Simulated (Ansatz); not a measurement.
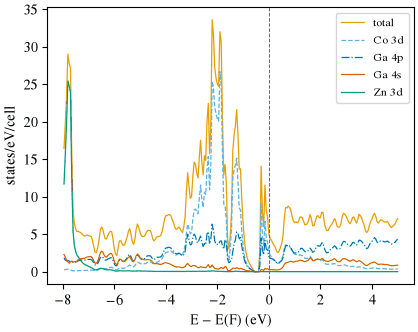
Fig. 1. Total and projected density of states of ZnGa11Co4 in space group P2/m (No. 10; Pearson symbol mP16), r²SCAN (plane waves, PAW; program Ansatz)

**Question.** Which orbitals carry the states next to the Fermi level?

**Answer.** Within 0.5 eV of the Fermi level: Co 3d 54 %, Ga 4p 38 %, Ga 4s 5 %. Projections are on Löwdin-orthogonalised atomic valence shells; empty p or d shells of many metals are not among them.

**Question.** Where is the tallest occupied peak in this window, and what makes it?

**Answer.** Near -2.2 eV, about 34 states/eV per cell; the largest projected share is Co 3d.

The first step of the workflow began from a Materials Project structure, measured or hypothetical; the Crystallography Open Database copy checked does not list it. With Zn and Ga taken as one species the cell has the higher symmetry P4_2/mnm, so it may be an ordered model of a mixed-site phase. Its standing as an ambient phase is unchecked. The r²SCAN relaxation kept the symmetry of its start; its stability against distortions is not shown here. The run is not spin-polarised. Spin–orbit coupling is left out wherever it is not named.

Potentials: the later of the program's two PAW sets.
